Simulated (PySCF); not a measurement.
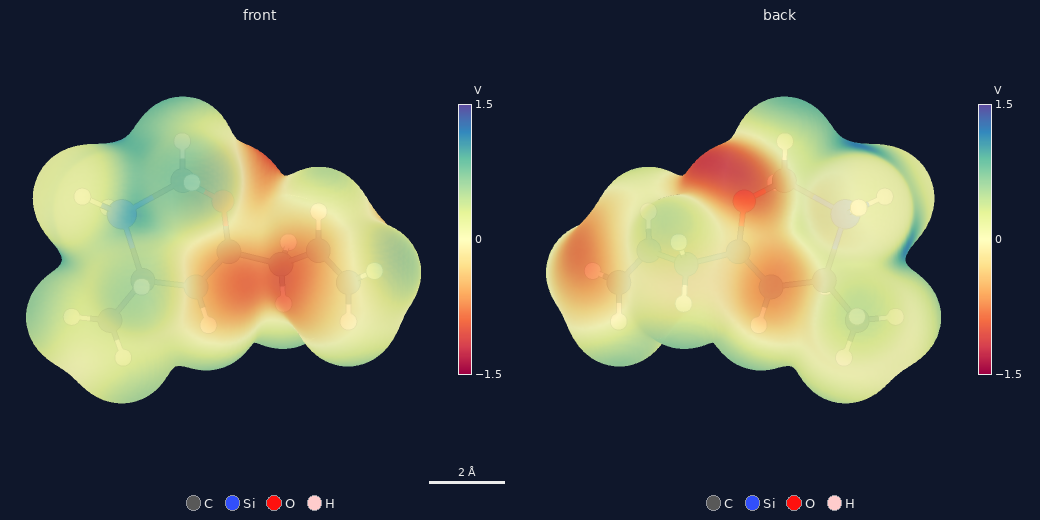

*C₈H₁₄OSi. The electrostatic potential painted on the density surface at 0.002 e/bohr³, seen from the front and from behind; the colour scale runs from red (negative) to blue (positive).*

Geometry: GFN2-xTB.

Level of theory: PBE0/pcSseg-1, SCF density, gas phase, non-relativistic (PySCF 2.14.0).

```yaml
atoms:
  - { symbol: C, position_ang: [3.8255, -0.1626, 0.7363] }
  - { symbol: C, position_ang: [2.9596, 0.2835, -0.1529] }
  - { symbol: C, position_ang: [1.9168, -0.5597, -0.8207] }
  - { symbol: C, position_ang: [0.5370, -0.0348, -0.4884] }
  - { symbol: C, position_ang: [-0.2934, -0.6953, 0.3140] }
  - { symbol: C, position_ang: [-1.6993, -0.3291, 0.7086] }
  - { symbol: C, position_ang: [-2.5802, -1.5792, 0.7330] }
  - { symbol: Si, position_ang: [-2.3426, 1.0300, -0.4576] }
  - { symbol: C, position_ang: [-0.7188, 2.0003, -0.6908] }
  - { symbol: O, position_ang: [0.3321, 1.1539, -1.1294] }
  - { symbol: H, position_ang: [3.8477, -1.1973, 1.0377] }
  - { symbol: H, position_ang: [4.5547, 0.4826, 1.1961] }
  - { symbol: H, position_ang: [2.9493, 1.3266, -0.4394] }
  - { symbol: H, position_ang: [2.0484, -0.4904, -1.9041] }
  - { symbol: H, position_ang: [2.0079, -1.6004, -0.5117] }
  - { symbol: H, position_ang: [0.0670, -1.6270, 0.7282] }
  - { symbol: H, position_ang: [-1.6674, 0.0646, 1.7352] }
  - { symbol: H, position_ang: [-2.6368, -2.0248, -0.2576] }
  - { symbol: H, position_ang: [-2.1782, -2.3239, 1.4189] }
  - { symbol: H, position_ang: [-3.5893, -1.3266, 1.0515] }
  - { symbol: H, position_ang: [-2.7816, 0.4840, -1.7439] }
  - { symbol: H, position_ang: [-3.3663, 1.8820, 0.1512] }
  - { symbol: H, position_ang: [-0.4182, 2.4865, 0.2469] }
  - { symbol: H, position_ang: [-0.7858, 2.7768, -1.4534] }
```

Which sites attract a positive test charge, and which a negative one?

A positive charge is drawn to the negative regions and a negative charge to the positive ones. The most negative region (about −1.1 V) lies over O10, the most positive (about +1.1 V) over Si8. O10 is the likeliest acceptor of a hydrogen bond.
